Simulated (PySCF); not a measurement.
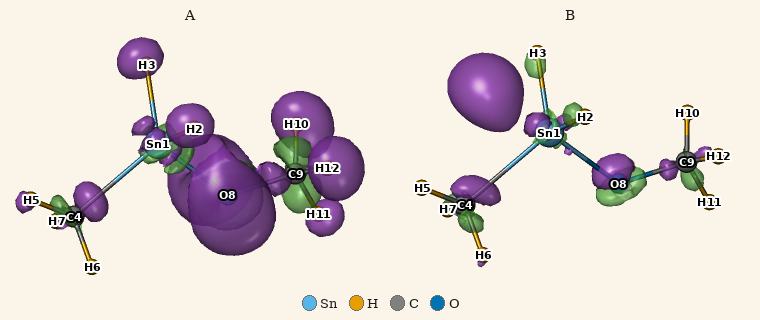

Figure. SnH2Me(OMe) (C2H8OSn). The two Fukui functions at ±0.03 e/Å³ (purple positive, green negative).

Computed with PySCF, ωB97X/def2-TZVP, geometry: GFN2-xTB. Core potentials replace the inner electrons of Sn; spin–orbit coupling isn't included. No frequency check shows the geometry to be a minimum. GFN2-xTB bond lengths at metals and heavier atoms can be off by up to 0.1 Å and shapes distorted, which carries into these values.

The calculation's input:

```python
import numpy as np
from pyscf import gto, scf, dft
from pyscf.scf import atom_ks, atom_hf
from scipy.linalg import block_diag

def solve(mol, dm0=None, hcore=None):
    mf = (dft.UKS if mol.spin else dft.RKS)(mol, xc='wb97x')
    mf.grids.level = 3
    mf = mf.density_fit(auxbasis='def2-universal-jkfit')
    mf.conv_tol, mf.max_cycle = 1e-8, 80
    if hcore is not None:
        mf.get_hcore = lambda *args: hcore
    mf.kernel(dm0)
    if not mf.converged:
        mf = mf.newton().run(mf.mo_coeff, mf.mo_occ, max_cycle=30)
    assert mf.converged, 'SCF not converged'
    return mf

mol = gto.M(atom='''
Sn    -0.34697     0.34792    -0.00011
H     -0.28576     1.37632     1.35245
H     -0.28937     1.37886    -1.35114
C     -1.82771    -1.20674     0.00136
H     -2.82540    -0.79219     0.08458
H     -1.63633    -1.86690     0.84060
H     -1.74653    -1.77348    -0.92017
O      1.30268    -0.76299    -0.00406
C      2.62016    -0.29865     0.00209
H      2.84538     0.31782    -0.87137
H      3.26243    -1.18011    -0.01844
H      2.84808     0.27967     0.90059
''', basis='def2-tzvp', ecp={'Sn': 'def2-tzvp'}, charge=0, spin=0, verbose=4)
mf = solve(mol)
out = dict(e0=mf.e_tot, dm0=mf.make_rdm1(), c=mf.mo_coeff, occ=mf.mo_occ, eps=mf.mo_energy)
for name, dq, spin in [('cation', 1, 1), ('anion', -1, 1)]:
    ion = mol.copy().set(charge=mol.charge + dq, spin=spin).build()
    mi = solve(ion)
    if spin and dq > 0 and mol.nao < 130:
        c, _, stable, _ = mi.stability(return_status=True)
        if not stable:
            mi = solve(ion, mi.make_rdm1(c, mi.mo_occ))
    print(name, 'vertical energy change / eV', (mi.e_tot - mf.e_tot) * 27.211386)
    out.update({'e_' + name: mi.e_tot, 'dm_' + name: mi.make_rdm1(), 's2_' + name: mi.spin_square()[0], 'eps_' + name: mi.mo_energy, 'occ_' + name: mi.mo_occ})
# spherically averaged free atoms, for the promolecule
atom_ks.AtomSphAverageRKS.init_guess_by_vsap = lambda self, mol=None: self.init_guess_by_minao(mol)  # core potentials
atm = atom_ks.get_atm_nrks(mol, xc='wb97x')
pro = block_diag(*[(atm[a[0]][2] * atm[a[0]][3]) @ atm[a[0]][2].T for a in mol._atom])
np.savez('result.npz', pro=pro, **out)
```

Command:

```sh
OMP_NUM_THREADS=1 python input.py
```

The run took 5 min on 1 thread of Arm Neoverse V1, on a shared host, peak memory 1.1 GiB.

Partitions, critical points and surface values were worked out afterwards from this run's density.

> Which panel is f⁻ (electron removed) and which f⁺ (electron added)?

A is f⁻, B is f⁺. f⁻ (Hirshfeld-condensed) is largest on O8 (0.34); the vertical ionisation energy is 9.45 eV (the stability of the cation's solution wasn't checked). f⁺ (Hirshfeld-condensed) is largest on Sn1 (0.46); the vertical electron affinity is −1.56 eV (the stability of the anion's solution wasn't checked; negative, but this basis has no diffuse functions, so it doesn't show that the anion is unbound).

> What chemical potential and hardness follow from the two energies?

μ = −(I + A)/2 = −3.95 eV and η = I − A = 11.01 eV.
